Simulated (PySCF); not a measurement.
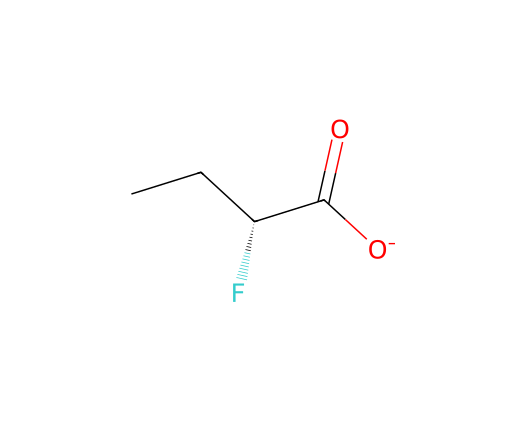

2D structure. State: charge −1, singlet.

> Write the SMILES.

CC[C@@H](F)C(=O)[O-]

> Give the formula, hydrogens included.

C4H6FO2, charge -1.

> An optimisation with PBE0-D3(BJ)/def2-SVP gave a structure of which point group?

C1.

The parts below concern this one geometry. Atoms keep their numbers from picture to picture. The geometry was computed by an optimisation with PBE0-D3(BJ)/def2-SVP. No frequency run is at hand to confirm it as a minimum.

Geometry

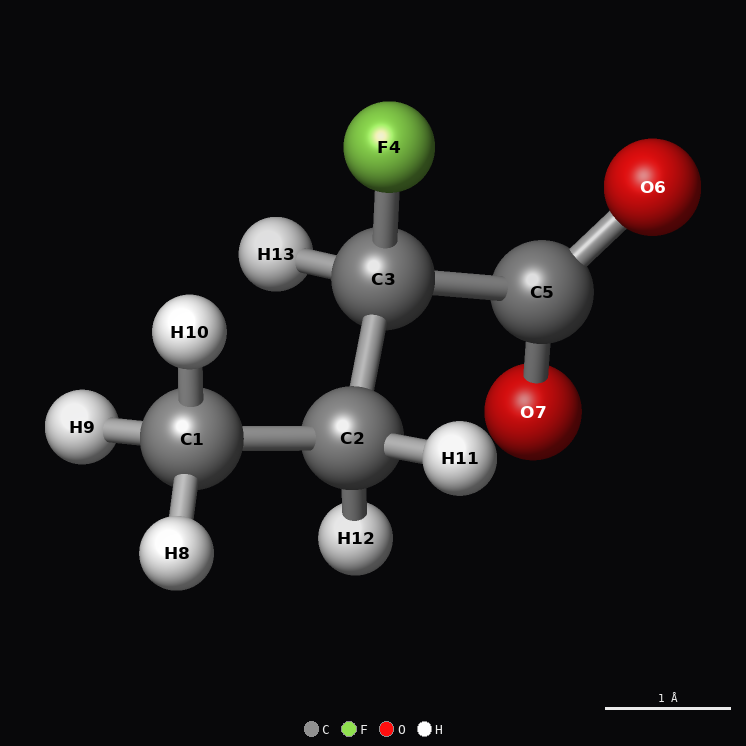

Numbered structure. No frequency run is at hand to confirm it as a minimum.

Estimate the angles C1–C2–C3, C1–C2–H11, C2–C1–H8, C2–C1–H9, C2–C1–H10, C2–C3–F4, C3–C2–H12, C3–C5–O7, F4–C3–C5, F4–C3–H13, C5–C3–H13, O6–C5–O7.

```csv
angle,degrees
C1–C2–C3,114.2
C1–C2–H11,110.0
C2–C1–H8,112.4
C2–C1–H9,111.1
C2–C1–H10,110.3
C2–C3–F4,108.6
C3–C2–H12,105.6
C3–C5–O7,111.9
F4–C3–C5,113.4
F4–C3–H13,106.7
C5–C3–H13,107.4
O6–C5–O7,131.0
```

NMR shielding

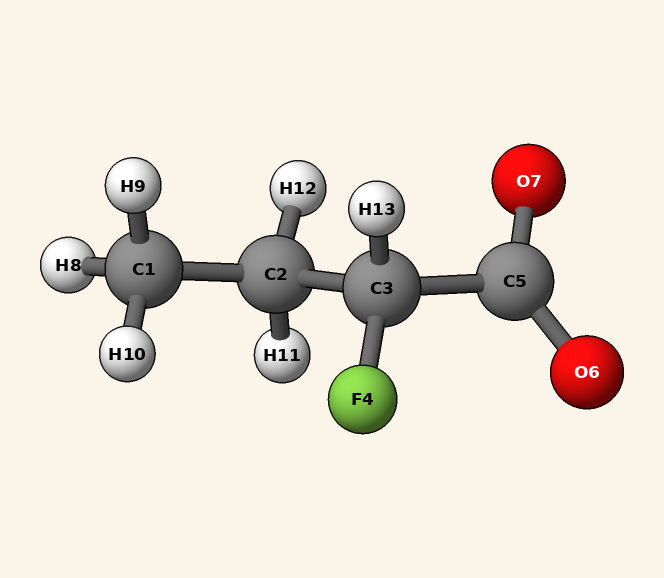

No frequency run is at hand to confirm it as a minimum. Level of theory: GIAO PBE0/pcSseg-1 NMR shielding, non-relativistic, IEF-PCM acetonitrile (PySCF 2.14.0). Principal shieldings σ11 ≤ σ22 ≤ σ33, span Ω = σ33 − σ11, skew κ = 3(σiso − σ22)/Ω.

> Which C atom has the most anisotropic shielding?

C5, with a span of 139 ppm.

Give the shielding tensors of the C atoms.

```tsv
atom	σ11	σ22	σ33	σiso	Ω	κ
C1	157.9	170.5	186.0	171.4	28.1	0.10
C2	138.9	153.8	168.2	153.6	29.3	−0.02
C3	56.4	75.6	134.1	88.7	77.7	0.51
C5	−72.0	29.7	66.6	8.1	138.7	−0.47
```

Shieldings and span in ppm.

Levels of theory compared

No frequency run is at hand to confirm it as a minimum. Program: PySCF 2.14.0.

At this fixed geometry, give HOMO energy (eV) at these levels: B3LYP/def2-SVPD; B3LYP/def2-SVPD in acetonitrile (IEF-PCM); B3LYP/def2-SVPD in chloroform (IEF-PCM); PBE0/pcSseg-1 in acetonitrile (IEF-PCM); PBE0/pcSseg-1 in chloroform (IEF-PCM).

| level | HOMO energy (eV) |
| --- | --- |
| B3LYP/def2-SVPD | −1.59 |
| B3LYP/def2-SVPD in acetonitrile (IEF-PCM) | −6.42 |
| B3LYP/def2-SVPD in chloroform (IEF-PCM) | −5.47 |
| PBE0/pcSseg-1 in acetonitrile (IEF-PCM) | −6.24 |
| PBE0/pcSseg-1 in chloroform (IEF-PCM) | −5.27 |

Bond orders

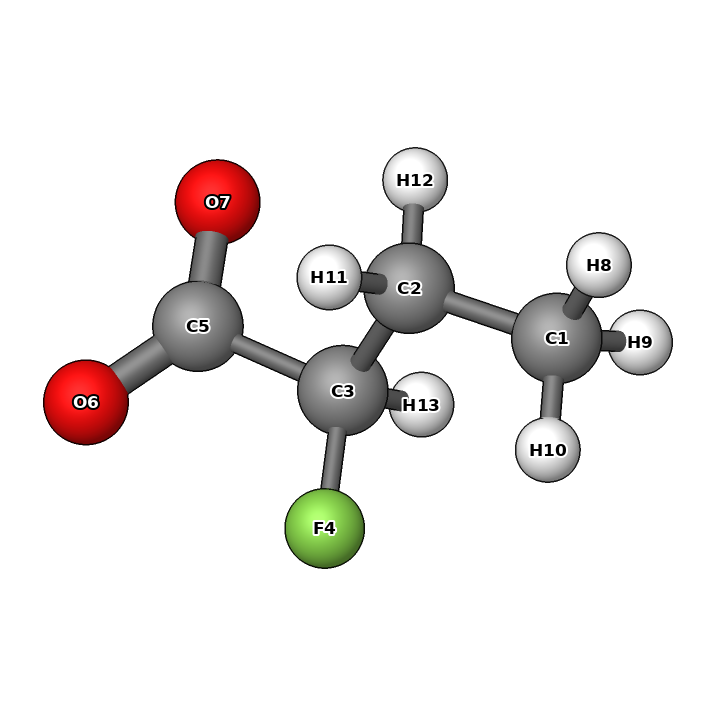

The thickness of each stick grows with its Mayer bond order. No frequency run is at hand to confirm it as a minimum. Method: PBE0/pcSseg-1 in acetonitrile (IEF-PCM) (PySCF 2.14.0).

List the Mayer bond orders of C1–C2, C1–H8, C1–H9, C1–H10, C2–C3, C2–H11, C2–H12, C3–F4, C3–C5, C3–H13, C5–O6, C5–O7.

```csv
bond,Mayer order,length (Å)
C1–C2,1.05,1.520
C1–H8,0.97,1.103
C1–H9,0.97,1.104
C1–H10,0.96,1.102
C2–C3,1.00,1.515
C2–H11,0.95,1.105
C2–H12,0.94,1.100
C3–F4,0.84,1.393
C3–C5,0.89,1.562
C3–H13,0.93,1.109
C5–O6,1.78,1.237
C5–O7,1.70,1.250
```
